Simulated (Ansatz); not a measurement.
# CHClFNOSi (SMILES O=C=N[SiH](F)Cl): B3LYP/6-31G(d) (Cartesian functions)

Aim: the vertical singlet–triplet gap of CHClFNOSi at B3LYP/6-31G* (Cartesian functions), from 2 runs. 

The calculation is run with Ansatz 0.2.0.

144 further runs of the same task are left out: 144 set aside as unsound or not needed. Runs told in other sessions of the task aren't counted.

### 1 The system as given

The species is CHClFNOSi (7 atoms), meant as a singlet with charge 0. As SMILES, `O=C=N[SiH](F)Cl`. The coordinates come from a PBE0-D4/def2-TZVP relaxation. This is one conformer, not always the lowest.

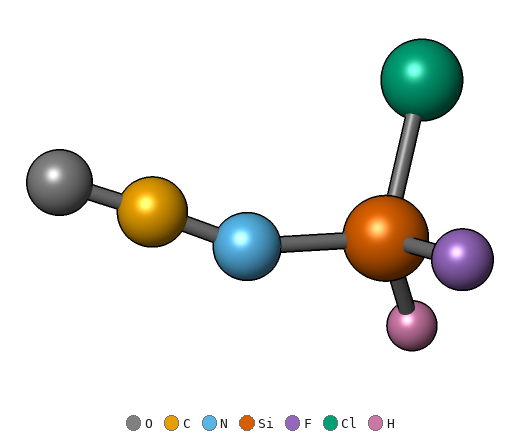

Viewed from a chosen angle; oxygen grey, carbon amber, nitrogen blue, silicon orange, fluorine purple, chlorine teal, hydrogen pink.

### 2 A single-point energy at B3LYP/6-31G(d) (Cartesian functions)

The input, input.yaml:

```yaml
crystal:
  periodic: [false, false, false]
  atoms:
    - {symbol: O, position_ang: [0.815200, -2.357500, 1.658700]}
    - {symbol: C, position_ang: [0.512200, -1.559700, 0.874600]}
    - {symbol: N, position_ang: [0.199300, -0.771000, 0.028300]}
    - {symbol: Si, position_ang: [-0.274200, 0.722000, -0.596700]}
    - {symbol: F, position_ang: [0.917700, 1.292700, -1.464400]}
    - {symbol: Cl, position_ang: [-0.652900, 2.033600, 0.904000]}
    - {symbol: H, position_ang: [-1.456100, 0.571700, -1.450200]}
basis:
  gaussian: {orbitals: "6-31G*"}
hamiltonian: {xc: {name: B3LYP}}
accuracy: high
output: {orbitals: {seedname: orbitals}}
```

Launch:

```sh
$ ansatz run input.yaml --threads 1 --pin off --max-ram 3480MiB --events-out events.jsonl --progress --plain --runs-dir runs
```

Standard output:

```text
Warning: RAYON_NUM_THREADS=1 ignored (pool sized by the plan → 1); use --threads N
Functional definition: B3LYP
  name "B3LYP"
  parameter a0 = 0.2
  parameter ax = 0.72
  parameter ac = 0.81
  exchange = (1 - a0 - ax)*slater_x + ax*b88_x + a0*exact_x
  correlation = (1 - ac)*vwn_rpa_c + ac*lyp_c
2019 factors; integrals over basis functions are off by at most 7.7e-9 eV
mean field evaluation 1: about -27704.9740 eV, gradient 6.0e1 eV
mean field evaluation 2: about -27698.3709 eV, gradient 8.6e1 eV
mean field evaluation 4: about -27711.0765 eV, gradient 2.0e0 eV
mean field evaluation 8: about -27711.1892 eV, gradient 6.0e-1 eV
mean field evaluation 16: about -27711.1898 eV, gradient 1.0e-4 eV
mean field -27711.18984280 eV, -1018.3674434037 hartree, gradient 5.6e-8 eV, S^2 0.000000; 0 other end points of the search recorded, 0 dependent functions left out
reference -27711.18988072 eV, -1018.3674447973 hartree; 31, 31 occupied and 69, 69 virtual orbitals, 2019 factors
Total energy: -27711.18988072 eV, -1018.3674447973 hartree
```

Wall time 9.3 s (1 thread of Arm Neoverse V2, shared host); peak memory 0.36 GiB.

### 3 The triplet, same level

The input, run.yaml:

```yaml
crystal:
  periodic: [false, false, false]
  atoms:
    - {symbol: O, position_ang: [0.815200, -2.357500, 1.658700]}
    - {symbol: C, position_ang: [0.512200, -1.559700, 0.874600]}
    - {symbol: N, position_ang: [0.199300, -0.771000, 0.028300]}
    - {symbol: Si, position_ang: [-0.274200, 0.722000, -0.596700]}
    - {symbol: F, position_ang: [0.917700, 1.292700, -1.464400]}
    - {symbol: Cl, position_ang: [-0.652900, 2.033600, 0.904000]}
    - {symbol: H, position_ang: [-1.456100, 0.571700, -1.450200]}
basis:
  gaussian:
    orbitals: "6-31G*"
hamiltonian:
  xc: {name: B3LYP}
accuracy: high
magnetization:
  spin_polarized: true
  initial_magnetization: 2
output:
  orbitals: {seedname: orbitals}
```

Launch:

```sh
$ ansatz run run.yaml --threads 1 --pin off --max-ram 3480MiB --events-out events.jsonl --progress --plain --runs-dir runs
```

Standard output (excerpt; [...] marks lines left out):

```text
Warning: RAYON_NUM_THREADS=1 ignored (pool sized by the plan → 1); use --threads N
[... 7 set-up lines as earlier in the session ...]
2019 factors; integrals over basis functions are off by at most 7.7e-9 eV
mean field evaluation 1: about -27691.0712 eV, gradient 5.0e1 eV
mean field evaluation 2: about -27609.9506 eV, gradient 1.2e2 eV
mean field evaluation 4: about -27700.3443 eV, gradient 2.9e1 eV
mean field evaluation 8: about -27704.4429 eV, gradient 9.9e-1 eV
mean field evaluation 16: about -27704.5727 eV, gradient 4.6e-2 eV
mean field evaluation 32: about -27704.5729 eV, gradient 2.5e-3 eV
mean field evaluation 64: about -27704.5669 eV, gradient 7.2e-1 eV
mean field -27704.57292075 eV, -1018.1242760036 hartree, gradient 6.6e-8 eV, S^2 2.004845; 4 other end points of the search recorded, 0 dependent functions left out
reference -27704.57295905 eV, -1018.1242774109 hartree; 32, 30 occupied and 68, 70 virtual orbitals, 2019 factors
Total energy: -27704.57295905 eV, -1018.1242774109 hartree
```

Wall time 45 s (1 thread of Arm Neoverse V2, shared host); peak memory 0.57 GiB.

### 4 Results

Level: B3LYP/6-31G* (Cartesian functions).

| quantity | value |
| --- | --- |
| singlet: total energy | -1018.36744 Eh |
| singlet: HOMO energy | -8.95 eV |
| singlet: LUMO energy | -0.27 eV |
| singlet: HOMO–LUMO gap | 8.68 eV |
| triplet: total energy | -1018.12428 Eh |
| triplet: HOMO energy (highest over α and β) | -2.47 eV |
| triplet: ⟨S²⟩ | 2.005 |
| vertical energy of the triplet above the singlet | 6.617 eV |

In words: At this shape the triplet lies 6.62 eV (153 kcal/mol) above the singlet.
